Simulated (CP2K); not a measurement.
Consider ethynylcyclopropane at its PBE geometry (Å).

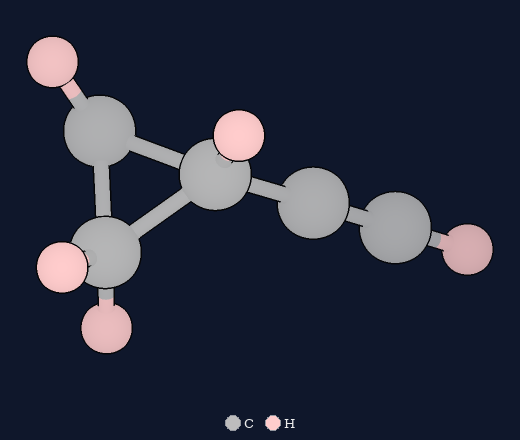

The molecule (carbon light grey, hydrogen pink).

```xyz
11

C     2.5134   -0.1490    0.0463
C     1.3318   -0.0771    0.3157
C    -0.0689    0.0101    0.6187
C    -1.0847   -0.6913   -0.2790
C    -0.9943    0.8089   -0.2955
H     3.5533   -0.2147   -0.1934
H    -0.3107    0.0374    1.6822
H    -0.6851   -1.2372   -1.1309
H    -1.9378   -1.1572    0.2112
H    -1.7841    1.3857    0.1831
H    -0.5329    1.2843   -1.1584
```

Method: CP2K XAS_TDP, all-electron GAPW, PBEh(45%), aug-cc-pVDZ, TDA, no relativity.

Question: Where do the C K-edge lines lie, and how strong are they?

Leading lines: C1 281.94 eV, C2 282.22 eV, C3 284.59 eV and C4 284.36 eV. The leading line of an atom is its first one with 35 % of the strongest within 2.5 eV of its lowest line over the strength cut. 

The first six lines of each atom with a strength over 0.0015:

```
                               atom  energy (eV)  states  strength, one atom
             C1 (bonded to C and H)       281.94       1              0.0474
                                          282.22       1              0.0445
                                          284.10       1              0.0046
                                          284.70       1              0.0049
                                          284.99       1              0.0024
                                          285.12       1              0.0019
                 C2 (bonded to 2 C)       282.22       1              0.0499
                                          282.35       1              0.0513
                                          285.73       1              0.0028
                                          287.65       1              0.0025
                                          287.68       1              0.0030
                                          288.32       1              0.0021
           C3 (bonded to 3 C and H)       284.59       1              0.0106
                                          284.84       1              0.0139
                                          285.70       1              0.0050
                                          285.95       1              0.0023
                                          286.84       1              0.0251
                                          287.13       1              0.0021
C4 (bonded to 2 C and 2 H), 2 alike       284.23       1              0.0093
                                          284.36       1              0.0332
                                          284.68       1              0.0134
                                          285.35       1              0.0033
                                          285.82       1              0.0032
                                          286.10       1              0.0026
```

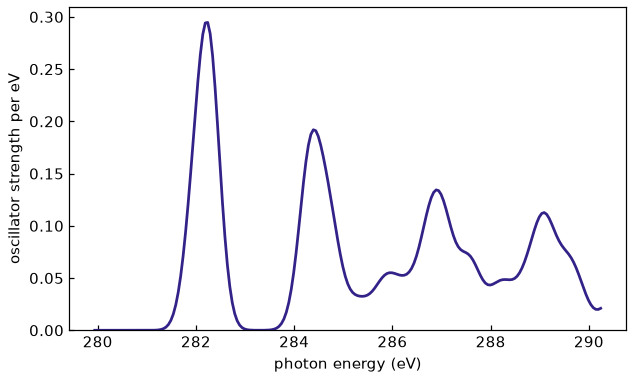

All atoms added, broadened by 0.5 eV.

Lines are vertical, at one geometry, with no vibrational structure. Without a correction of the core level, line positions, and the gaps between valence and Rydberg lines, follow the share of exact exchange. At this level such K lines come out 3 to 6 eV under measured ones. These values hold no scalar relativity, about 0.1 eV for C 1s. Rydberg lines, and the discretised continuum above threshold, depend on the basis and the box.

[Banner, clock and machine lines of the logs are left out without a mark of their own.]

[Logs are printed without paths, hosts, clocks, repeated set-up lines and the standing remarks that a program may print on its own settings, such as how far it seeks lower states.]

[Hosts, paths, dates, database ids (printed as entryN), source tags and the programs' standing remarks are cut or masked in the printed files.]
